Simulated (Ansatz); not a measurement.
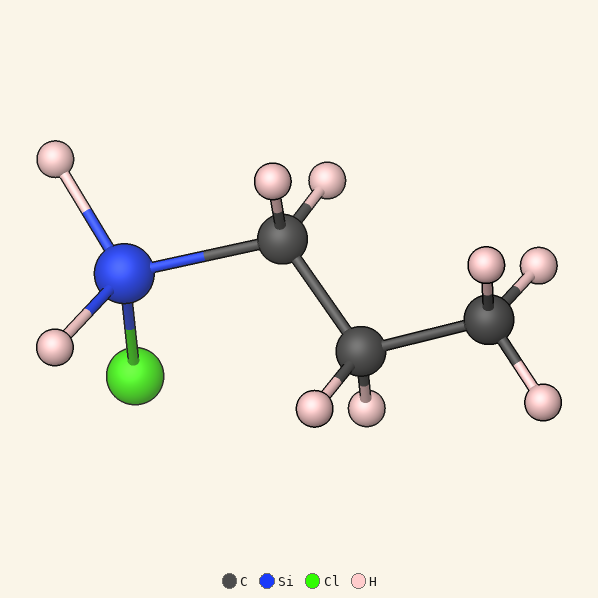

Computed geometry: PBE-D4/def2-SVP optimisation. No frequency run is at hand to confirm it as a minimum.

Give the structural formula.

SMILES: CCC[SiH2]Cl

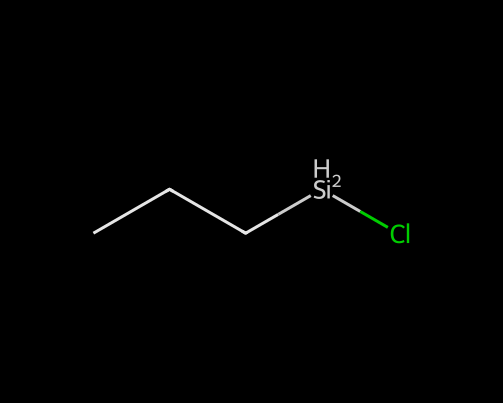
